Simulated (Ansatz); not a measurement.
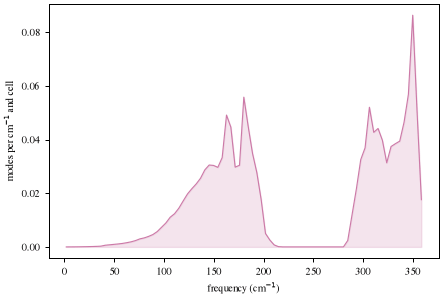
Figure: Phonon density of states of CsCl type AlRu; finite displacements on a 6×6×6 mesh, PBEsol density-functional theory in Ansatz (plane waves, PAW), k mesh 12×12×12, methfessel-paxton smearing of 0.15 eV

The cell was generated from a structure type, relaxed within its symmetry, and need not be the phase found at ambient conditions.

### Question
Where is the tallest peak, and is there a gap in the spectrum?

### Answer
The tallest peak lies near 350 cm⁻¹. There is at least one gap; the lowest begins near 220 cm⁻¹.

Ansatz is an electronic-structure program.
